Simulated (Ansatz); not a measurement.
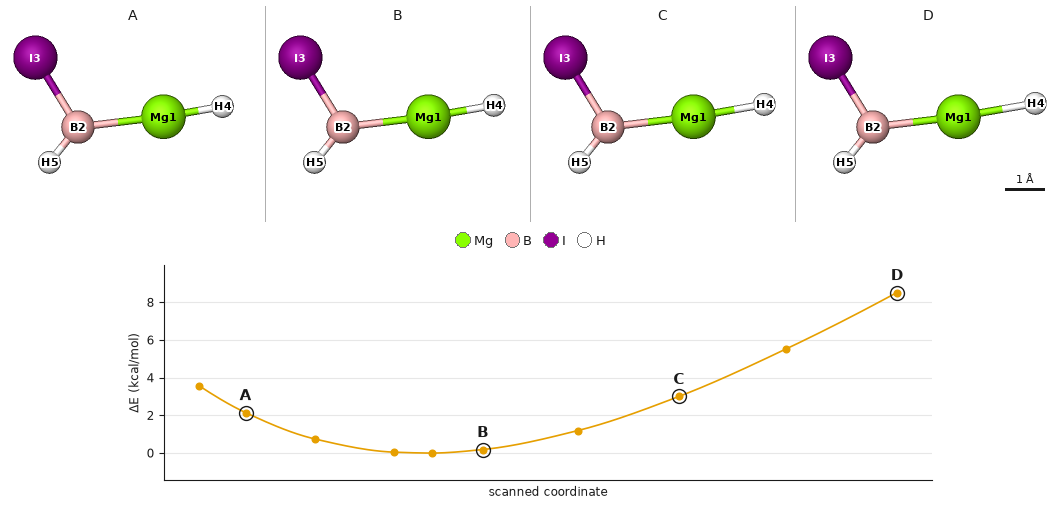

Frames of a one-coordinate scan of MgBH$_{2}$I. The picture is a ball-and-stick view, seen face on.

Level of theory: B3LYP-D4 (def2-TZVPP, Ansatz), on geometries moved rigidly from the minimum at PBE0-D4/def2-TZVP. Elements past krypton carry the basis set's effective core potentials. Energies are counted from the PBE0-D4/def2-TZVP minimum geometry at the same level.

What is being scanned?

The Mg1–H4 distance is varied, with the rest of the molecule carried along rigidly. In the frames the distance is 1.570 Å (A), 1.744 Å (B), 1.888 Å (C), 2.048 Å (D). The lowest computed point lies at the distance 1.707 Å (0.0 kcal/mol). The end points stand at 3.6 kcal/mol (1.536 Å) and 8.5 kcal/mol (2.048 Å). The curvature at the lowest point is about 9.2 eV/Å² (1.5 mdyn/Å). The well is steeper on the short side, as for any bond.
